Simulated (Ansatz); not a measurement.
Calculation: PBE (plane waves to 420 eV, PAW; Ansatz, a first-principles code).

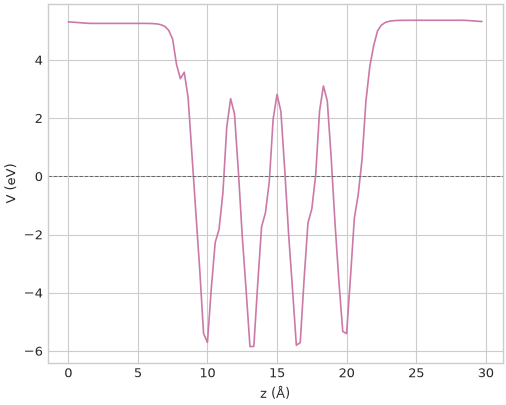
Fig. 1. Planar average of the electrostatic potential across the slab, in eV from the Fermi level, for the (111)B surface of zinc-blende GaAs, from a spin-polarised start, As-terminated, 2x2 with 1 H on 4 top atoms (bottom of the slab: 3 H on 4 bottom sites)

Set-up: 36 atoms, 13.9 Å thick at the start with caps and adatoms (thin: gaps and levels are the slab's own); mesh 3x3x1; 0.025 eV smearing; dipole correction on; 8 atoms held, the rest relaxed; held to the start's symmetry, so lower structures may exist; spin-polarised from one start with parallel moments (other orders not tried), ending with about 1.5 μB a cell, a value that depends on the mesh; orders that need a larger cell were not tried, no spin-orbit, no U. The slab shows no gap on its mesh. It is one candidate, not shown to be the stable structure of the face.

The vacuum level lies 5.36 eV above the Fermi level over the top face and 5.26 eV above it under the bottom face.
